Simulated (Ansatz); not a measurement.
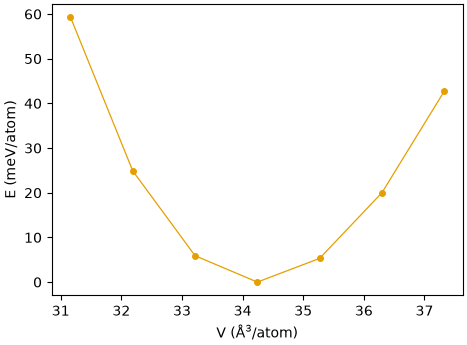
*LaTe (rock salt, space group No. 225) under volume change, r²SCAN (plane waves, PAW; program Ansatz), scaled uniformly.*

Task: What does a third-order Birch–Murnaghan fit give for V₀, B₀ and B′?

Result: V₀ = 34.24 Å³/atom, B₀ = 57.7 GPa, B′ = 4.5.

Space group Fm-3m (rock salt). The workflow started from an entry of the Crystallography Open Database (COD). Its standing as an ambient phase is unchecked. The r²SCAN relaxation kept the symmetry of its start; its stability against distortions is not shown here. Scalar-relativistic: spin–orbit coupling is off unless named, which matters more the heavier the elements.

Potentials: the later of the program's two PAW sets.
